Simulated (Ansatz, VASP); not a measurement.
# Ge23H19 (H-capped Ge nanowire along [111]): VASP beside Ansatz, part 2 of 2

Aim: how closely do two programs agree when they are given the same cell, functional and k mesh?  The cell is taken from a series of runs on this material, whose earlier steps may have relaxed or scaled it; both programs get it as it stands.

VASP 6.6.1 and Ansatz 0.2.0.

So far: Starting point; VASP: single point, PBE.

## 3. Ansatz: single point, PBE

Level of this step: Ansatz beside VASP: Kohn-Sham DFT, plane waves, PBE (Ansatz).

Ansatz runs on its default PAW (the set named soft_2) files.

The same cell, functional, mesh and smearing now go to Ansatz, which takes its cutoff from its data sets.

Contents of input.yaml:

```yaml
crystal:
  lattice:
    - [19.5001, 0.0, 0.0]
    - [0.0, 21.12447, 0.0]
    - [0.0, 0.0, 9.79994]
  atoms:
    - { symbol: Ge, position: [0.39715, 0.33726, 3.0e-05] }
    - { symbol: Ge, position: [0.39629, 0.3342, 0.25061] }
    - { symbol: Ge, position: [0.39828, 0.44626, 0.33231] }
    - { symbol: Ge, position: [0.39759, 0.44424, 0.58465] }
    - { symbol: Ge, position: [0.29378, 0.28045, 0.332] }
    - { symbol: Ge, position: [0.29269, 0.28113, 0.58463] }
    - { symbol: Ge, position: [0.29447, 0.39058, 0.66688] }
    - { symbol: Ge, position: [0.29447, 0.39132, 0.91592] }
    - { symbol: Ge, position: [0.39899, 0.66457, 0.99914] }
    - { symbol: Ge, position: [0.39681, 0.66311, 0.24883] }
    - { symbol: Ge, position: [0.29476, 0.50174, 0.00191] }
    - { symbol: Ge, position: [0.29442, 0.50137, 0.25222] }
    - { symbol: Ge, position: [0.29182, 0.60887, 0.33206] }
    - { symbol: Ge, position: [0.29363, 0.60918, 0.58127] }
    - { symbol: Ge, position: [0.29435, 0.71794, 0.66636] }
    - { symbol: Ge, position: [0.29407, 0.71798, 0.91851] }
    - { symbol: Ge, position: [0.39751, 0.55421, 0.6673] }
    - { symbol: Ge, position: [0.39756, 0.55299, 0.91781] }
    - { symbol: Ge, position: [0.60301, 0.33698, 0.00036] }
    - { symbol: Ge, position: [0.60338, 0.33488, 0.2541] }
    - { symbol: Ge, position: [0.60369, 0.44618, 0.33416] }
    - { symbol: Ge, position: [0.60214, 0.44556, 0.58368] }
    - { symbol: Ge, position: [0.50044, 0.28094, 0.33373] }
    - { symbol: Ge, position: [0.50081, 0.28033, 0.58328] }
    - { symbol: Ge, position: [0.49981, 0.38902, 0.66853] }
    - { symbol: Ge, position: [0.49878, 0.3914, 0.91694] }
    - { symbol: Ge, position: [0.60307, 0.66487, 0.99831] }
    - { symbol: Ge, position: [0.6022, 0.66501, 0.25105] }
    - { symbol: Ge, position: [0.49943, 0.49871, 0.00088] }
    - { symbol: Ge, position: [0.4997, 0.50127, 0.24886] }
    - { symbol: Ge, position: [0.49966, 0.60837, 0.33147] }
    - { symbol: Ge, position: [0.50003, 0.61025, 0.58442] }
    - { symbol: Ge, position: [0.49866, 0.71753, 0.66827] }
    - { symbol: Ge, position: [0.5004, 0.71861, 0.91524] }
    - { symbol: Ge, position: [0.60259, 0.55377, 0.66838] }
    - { symbol: Ge, position: [0.6036, 0.55558, 0.91751] }
    - { symbol: Ge, position: [0.70543, 0.28018, 0.33426] }
    - { symbol: Ge, position: [0.70621, 0.28118, 0.58363] }
    - { symbol: Ge, position: [0.70631, 0.39178, 0.66374] }
    - { symbol: Ge, position: [0.70475, 0.39083, 0.91927] }
    - { symbol: Ge, position: [0.70724, 0.50154, 0.99845] }
    - { symbol: Ge, position: [0.70507, 0.50014, 0.2523] }
    - { symbol: Ge, position: [0.70398, 0.60779, 0.33407] }
    - { symbol: Ge, position: [0.70398, 0.60759, 0.58658] }
    - { symbol: Ge, position: [0.70442, 0.71668, 0.6656] }
    - { symbol: Ge, position: [0.70543, 0.71944, 0.91557] }
    - { symbol: H, position: [0.39742, 0.26758, 0.94473] }
    - { symbol: H, position: [0.29528, 0.21288, 0.28209] }
    - { symbol: H, position: [0.23123, 0.31375, 0.28437] }
    - { symbol: H, position: [0.23059, 0.24803, 0.63743] }
    - { symbol: H, position: [0.35826, 0.24717, 0.63705] }
    - { symbol: H, position: [0.23149, 0.42716, 0.61447] }
    - { symbol: H, position: [0.22961, 0.35581, 0.9695] }
    - { symbol: H, position: [0.39807, 0.732, 0.29749] }
    - { symbol: H, position: [0.23015, 0.5355, 0.9486] }
    - { symbol: H, position: [0.23196, 0.46673, 0.2995] }
    - { symbol: H, position: [0.23077, 0.64425, 0.27929] }
    - { symbol: H, position: [0.22949, 0.57579, 0.63596] }
    - { symbol: H, position: [0.22963, 0.75159, 0.61819] }
    - { symbol: H, position: [0.35972, 0.75152, 0.61146] }
    - { symbol: H, position: [0.23057, 0.6855, 0.96838] }
    - { symbol: H, position: [0.29386, 0.78694, 0.96634] }
    - { symbol: H, position: [0.60234, 0.26908, 0.94662] }
    - { symbol: H, position: [0.49902, 0.21396, 0.2814] }
    - { symbol: H, position: [0.56233, 0.24811, 0.63737] }
    - { symbol: H, position: [0.43463, 0.24721, 0.63727] }
    - { symbol: H, position: [0.60382, 0.73299, 0.30098] }
    - { symbol: H, position: [0.43589, 0.75346, 0.61412] }
    - { symbol: H, position: [0.5645, 0.75473, 0.61704] }
    - { symbol: H, position: [0.50173, 0.78755, 0.96847] }
    - { symbol: H, position: [0.77024, 0.31487, 0.27853] }
    - { symbol: H, position: [0.70672, 0.21364, 0.27968] }
    - { symbol: H, position: [0.63888, 0.24746, 0.63709] }
    - { symbol: H, position: [0.76911, 0.24776, 0.63518] }
    - { symbol: H, position: [0.76796, 0.4226, 0.61406] }
    - { symbol: H, position: [0.768, 0.35713, 0.97159] }
    - { symbol: H, position: [0.76917, 0.53448, 0.94768] }
    - { symbol: H, position: [0.76852, 0.46628, 0.29858] }
    - { symbol: H, position: [0.7695, 0.64472, 0.28472] }
    - { symbol: H, position: [0.7686, 0.57532, 0.63215] }
    - { symbol: H, position: [0.643, 0.75131, 0.61625] }
    - { symbol: H, position: [0.76757, 0.75376, 0.61521] }
    - { symbol: H, position: [0.70479, 0.78773, 0.96787] }
    - { symbol: H, position: [0.76718, 0.68385, 0.96711] }
kpoints:
  mp_grid: { grid: [1, 1, 1] }
hamiltonian:
  xc: pbe
scf:
  occupations: { method: fermi_dirac, width: 0.025 }
output:
  forces: true
  populations: true
  dos:
    method: { smearing: { sigma: 0.08 } }
    de: 0.1
    projected:
      site_lists:
        Ge: [Ge]
        H: [H]
        wire: [0, 1, 2, 3, 4, 5, 6, 7, 8, 9, 10, 11, 12, 13, 14, 15, 16, 17, 18, 19, 20, 21, 22, 23, 24, 25, 26, 27, 28, 29, 30, 31, 32, 33, 34, 35, 36, 37, 38, 39, 40, 41, 42, 43, 44, 45]
        hydrogen: [46, 47, 48, 49, 50, 51, 52, 53, 54, 55, 56, 57, 58, 59, 60, 61, 62, 63, 64, 65, 66, 67, 68, 69, 70, 71, 72, 73, 74, 75, 76, 77, 78, 79, 80, 81, 82, 83]
  eigenvalues: true
  write_density: true
  write_potential: true
  volumetric_format: npy
```

On the command line:

```bash
$ ansatz run input.yaml --threads 4 --pin off --max-ram 15872MiB --backend cpu --events-out ev --progress --plain --runs-dir out
```

Numbers of over 12 decimals in the logs are rounded to 6 here.

The program printed:

```text
Engine: ansatz 0.2.0, aarch64-unknown-linux-gnu
Pseudopotentials: kind: paw
Pseudopotential: Ge, paw, valence charge 14, recommended cutoff 420 eV (normal), Ge.paw.azcp
Pseudopotential: H, paw, valence charge 1, recommended cutoff 420 eV (normal), H.paw.azcp
Functional definition: PBE
  parameter kappa = 0.804
  parameter beta = 0.066725
  exchange = pbe_x(kappa = kappa, mu = beta*pi^2/3)
  correlation = pbe_c(beta = beta)
Crystal: 84 atoms, lattice volume = 4036.882 Å³
Basis set: ecut = 420 eV, 78867 PW (Γ), exchange–correlation on 270×288×144 points (8 copies of the dense FFT grid, shifted against one another)
Bands: 425, of which v1, the nominal top of the filled ones, is band 341 counted from 1 (340 counted from 0)
Symmetry: 1 space group operations
Space group: P1 (ITA 1), of the structure as read, at distance tolerance 1.6e-4 Å
k-points: 1
Non-local potential: Ge, projectors of the file, l = 0: 2, l = 1: 2, l = 2: 3, l = 3: 1
Non-local potential: H, projectors of the file, l = 0: 2, l = 1: 1
PAW form: soft (Blöchl's): semilocal exchange-correlation on the pseudo side does not see the compensation charge
PAW one-centre angular grid: Ge, 590 points (default); XC on 64 Gauss nodes
PAW one-centre angular grid: H, 110 points (default); XC on 64 Gauss nodes
Initial density: superposition of atomic densities (neutral atoms: chi_scale 0, normalization atom), corrected by the library's trained network
Initial wavefunctions: pseudopotential atomic-orbital guess
Functional: x = pbe(κ = 0.804, μ = 0.219515), c = pbe(β = 0.066725)
SCF iter   1: F=—  HF=-198162.054578 eV  |F-HF|=—  |Δ(HF+E_count)|=         —  Δρ=1.35e-3  dr2=2.43e-1  ethr=1.77e-3  ⟨swp⟩=6.0  Hψ=1606  notcnv=0  defer=49
preconditioner: auto → Resta (q_TF=auto, 2.029 Å⁻¹)  ε∞=1.5  [insulator: Δε(μ)=2.024 eV  Ē_g=21.815 eV  σ=0.025 eV  W_gap=1.00  n_scr=566 (ndim 8)  ℏωp=15.3 eV  f_vac=0.643  D(μ)=0.00/eV (n_scr^D=0)  ε∞_Penn≈1.5  vacuum switching on, ρ_ref=3.5e-2 e/Å³]
SCF iter   2: F=—  HF=-198162.068000 eV  |F-HF|=—  |Δ(HF+E_count)|=   1.34e-2  Δρ=7.38e-4  dr2=2.37e-1  ethr=3.57e-5  ⟨swp⟩=4.0  Hψ=903  notcnv=0  defer=80
SCF iter   3: F=—  HF=-198162.033872 eV  |F-HF|=—  |Δ(HF+E_count)|=   3.41e-2  Δρ=4.46e-4  dr2=1.34e-2  ethr=3.47e-5  ⟨swp⟩=3.0  Hψ=428  notcnv=0  defer=80
SCF iter   4: F=—  HF=-198162.043166 eV  |F-HF|=—  |Δ(HF+E_count)|=   9.29e-3  Δρ=1.71e-4  dr2=1.66e-3  ethr=1.96e-6  ⟨swp⟩=2.0  Hψ=689  notcnv=0  defer=80
SCF iter   5: F=—  HF=-198162.043518 eV  |F-HF|=—  |Δ(HF+E_count)|=   3.52e-4  Δρ=6.97e-5  dr2=1.79e-4  ethr=2.44e-7  ⟨swp⟩=2.0  Hψ=686  notcnv=0  defer=80
SCF iter   6: F=—  HF=-198162.043682 eV  |F-HF|=—  |Δ(HF+E_count)|=   1.64e-4  Δρ=3.58e-5  dr2=3.54e-4  ethr=2.62e-8  ⟨swp⟩=2.0  Hψ=686  notcnv=0  defer=80
SCF iter   7: F=—  HF=-198162.043609 eV  |F-HF|=—  |Δ(HF+E_count)|=   7.25e-5  Δρ=1.33e-5  dr2=9.48e-6  ethr=2.62e-8  ⟨swp⟩=2.0  Hψ=433  notcnv=0  defer=80
SCF iter   8: F=—  HF=-198162.044020 eV  |F-HF|=—  |Δ(HF+E_count)|=   4.11e-4  Δρ=5.92e-6  dr2=4.85e-6  ethr=1.39e-9  ⟨swp⟩=2.0  Hψ=766  notcnv=0  defer=80
SCF iter   9: F=—  HF=-198162.044022 eV  |F-HF|=—  |Δ(HF+E_count)|=   2.06e-6  Δρ=2.75e-6  dr2=4.31e-7  ethr=7.11e-10  ⟨swp⟩=2.0  Hψ=679  notcnv=0  defer=80
SCF iter  10: F=-198162.044023 eV  HF=-198162.044022 eV  |F-HF|=1.01e-7  |Δ(HF+E_count)|=   3.12e-7  Δρ=1.03e-6  dr2=6.22e-8  ethr=1.47e-11  ⟨swp⟩=20.0  Hψ=3652  notcnv=0
SCF 1 converged in 10 iterations: F = -198162.044023 eV  dr2 = 6.22e-8
  greatest PAW one-centre occupation: 0.998 electrons in one spin orbital (limit 2), on the Ge atom at site 23 (counted from 0), in its partial waves of l = 2
[...]
atom  39  Ge    -1.49195907    -1.20153065     1.00352716
  atom  40  Ge    -0.17763016     0.61119527    -0.72529511
  atom  41  Ge    -1.06469856    -0.89229167     0.74103582
  atom  42  Ge    -0.31908464     0.42325756    -0.85363702
  atom  43  Ge     0.24197938     0.49800828     0.26901088
  atom  44  Ge    -0.35142299     0.61728880    -0.67530759
  atom  45  Ge     1.15487178    -0.29039898     0.55374931
  atom  46  Ge    -0.56474608     0.03287038    -0.45518097
  atom  47  H      0.00808806     0.14442272     0.04125653
  atom  48  H     -0.06367193    -0.55963823    -0.26784700
  atom  49  H     -0.87314528     0.43942278    -0.40511178
  atom  50  H     -0.83665600    -0.45357888     0.32914629
  atom  51  H     -0.44489310     0.03004067    -0.00783402
  atom  52  H     -0.18101722     0.06535391    -0.08681405
  atom  53  H      0.05615625     0.03442959    -0.02006831
  atom  54  H     -0.00569588     0.33784754     0.17809306
  atom  55  H     -0.16737628     0.14199747    -0.09385209
  atom  56  H     -0.79234181    -0.49929770     0.33604861
  atom  57  H     -0.76519219     0.41772986    -0.30797927
  atom  58  H     -0.24770732    -0.17389178     0.11627645
  atom  59  H     -0.34459431     0.21880609    -0.19466795
  atom  60  H     -0.53805261     0.00733901     0.04450917
  atom  61  H     -0.64611918    -0.35329167     0.27703251
  atom  62  H     -0.02846514     0.24341315     0.17102504
[...]
atom  77  H      1.02999020     0.58638517    -0.40676528
  atom  78  H      0.72425148    -0.41507815     0.34971560
  atom  79  H     -0.16727999    -0.15661606     0.04610414
  atom  80  H      0.67966093    -0.39962838     0.32618859
  atom  81  H     -0.54649326     0.44872815    -0.35195332
  atom  82  H      0.21219885    -0.04059333    -0.09620396
  atom  83  H      0.08074777     0.20478204     0.13635910
  atom  84  H      0.55241747    -0.20468377     0.24053089
  max |Σ_I F_I| component: 5.28e-5 eV/Å
--- Band table (eV) ---
  k-point 0: bands = [... 337 lower, -1.9961, -1.9104, -1.8476, -1.3101, 0.7233, 0.8513, 0.8632, 0.8973, ... 80 higher]
--- Löwdin populations: 84 sites ---
  site symbol       q [e]
     0     Ge     13.9216
     1     Ge     13.9825
     2     Ge     13.9886
     3     Ge     13.9848
     4     Ge     13.8230
     5     Ge     13.8317
     6     Ge     13.9203
     7     Ge     13.9158
     8     Ge     13.9902
     9     Ge     13.9221
    10     Ge     13.9155
    11     Ge     13.9112
    12     Ge     13.9023
    13     Ge     13.9245
    14     Ge     13.8413
    15     Ge     13.8336
    16     Ge     13.9835
    17     Ge     13.9893
    18     Ge     13.9171
    19     Ge     13.9866
    20     Ge     13.9854
    21     Ge     13.9820
    22     Ge     13.9123
    23     Ge     13.8302
[...]
76      H      1.0224
    77      H      1.0257
    78      H      1.0323
    79      H      1.0249
    80      H      1.0376
    81      H      1.0336
    82      H      1.0281
    83      H      1.0301
  spilling = 0.003371 (of n_electrons = 682.000000)
```

## 4. Differences

Known differences besides the PAW data sets themselves: the cutoff is 420 eV in Ansatz and 410 eV in VASP (PREC = Accurate, projectors in real space); VASP leaves aspherical gradient terms in its spheres out (LASPH is not set), Ansatz keeps them. Total energies have different zeros and are not compared.

Compared:

```tsv
quantity	Ansatz	VASP	difference
gap on the k mesh (eV)	2.033	2.038	-0.005
```

Forces on 10 of the 84 atoms, picked by the larger force of the two programs (eV/Å; atoms numbered as in POSCAR):

```tsv
atom	Ansatz x, y, z	VASP x, y, z
Ge5	0.791, -0.010, 0.949	0.754, -0.022, 0.923
Ge16	0.860, 0.146, -0.652	0.825, 0.157, -0.629
Ge24	-1.200, 0.324, -0.286	-1.183, 0.291, -0.260
Ge33	0.699, 0.744, -0.246	0.694, 0.769, -0.261
Ge39	-1.492, -1.202, 1.004	-1.442, -1.174, 0.984
Ge41	-1.065, -0.892, 0.741	-1.029, -0.873, 0.727
Ge45	1.155, -0.290, 0.554	1.139, -0.253, 0.529
H49	-0.873, 0.439, -0.405	-0.832, 0.416, -0.390
H75	1.516, 0.880, -0.620	1.463, 0.852, -0.599
H77	1.030, 0.586, -0.407	0.990, 0.563, -0.390
```

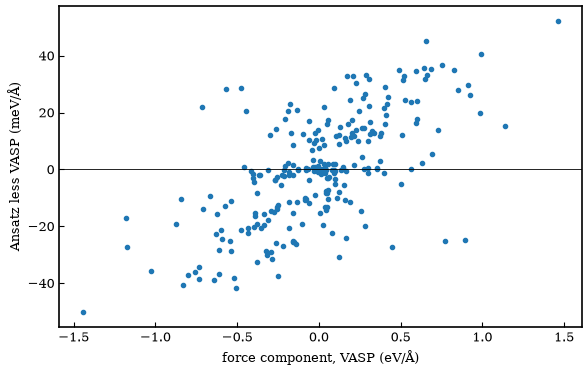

Difference of the force components against their size.

The forces differ by 19 meV/Å r.m.s., which is 4.6 % of the r.m.s. force of 0.42 eV/Å (both taken over all components).

## 5. Further runs

The difference is large enough to ask for its cause, so further runs change the set-up of one program at a time, as the table lists.

```tsv
run	r.m.s. force difference (% of the r.m.s. force)
as above	4.6
VASP with the data sets Ge_d_GW and H_GW and a cutoff of 610 eV	2.3
VASP with the data sets Ge_h and H_h and a cutoff of 1120 eV	1.2
```

## 6. Results

| Item | Value |
| --- | --- |
| r.m.s. force difference (single point, PBE) | 4.6 % of the r.m.s. force |

**Reading.** The r.m.s. force difference is 4.6 % of the r.m.s. force (single point, PBE), beyond the 3 % picked in this series as the mark of a large difference. For single point, PBE: with VASP with the data sets Ge_h and H_h and a cutoff of 1120 eV the r.m.s. force difference shrinks in size, from 4.6 to 1.2 % of the r.m.s. force. How closely two codes agree says nothing of how well the functional describes the real material.

[Lines on the potential files, build, host, timing and source positions are cut from VASP's logs without a mark.]

[Logs are printed without paths, hosts, clocks, repeated set-up lines and the standing remarks that a program may print on its own settings, such as how far it seeks lower states.]

[Hosts, paths, dates, database ids (printed as entryN), source tags and the programs' standing remarks are cut or masked in the printed files.]
